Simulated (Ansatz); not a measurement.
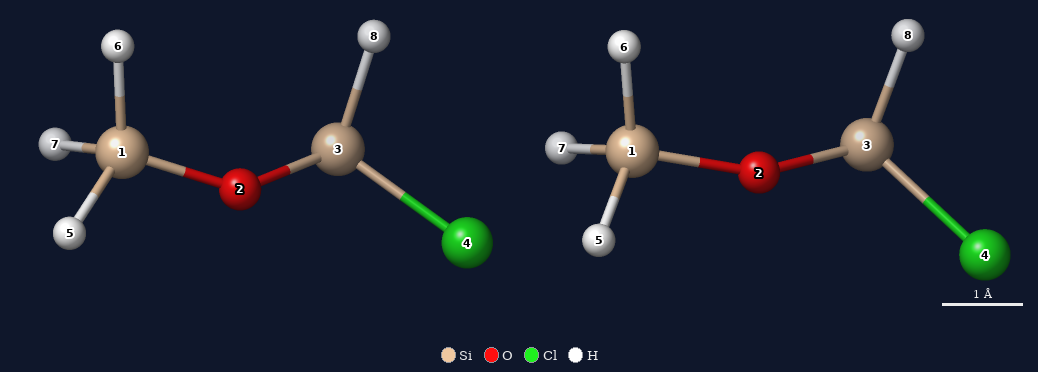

Two geometries of Si$_{2}$H$_{4}$OCl (multiplicity 2) (coarse preliminary run), drawn at one scale. One is the start of a relaxation, the other its converged end. A ball-and-stick model, seen at a tilt.

All numbers below come from UKS PBE-D4/def2-SVP (Ansatz 0.2.0). (force threshold 0.03 eV/Å; at most 200 steps)

Which geometry has the lower energy?

Answer. The right one is the relaxed one. The start comes from a force field. Over 8 geometry steps the energy falls by 0.204 eV. Largest force component: 2.4 eV/Å at the start, 0.018 eV/Å at the end. The forces were under the threshold at step 5, but the run went on from there. O2 moves most after the best rigid fit: 0.23 Å. Largest moves by element: O 0.23 Å, H 0.20 Å, Cl 0.17 Å, Si 0.14 Å. Among the contacts that change: Si1–O2 1.605 → 1.677 Å, Si3–Cl4 2.045 → 2.086 Å, Si1–H6 1.470 → 1.504 Å, Si3–H8 1.552 → 1.519 Å. Bond angles that change, for instance: Si1–O2–Si3 138.6° → 152.6°, O2–Si1–H6 113.9° → 109.7°, Cl4–Si3–H8 103.7° → 107.3°. The run took 6 s on 4 threads of INTEL XEON PLATINUM 8581C @ 2.30GHz, with other jobs on the host.
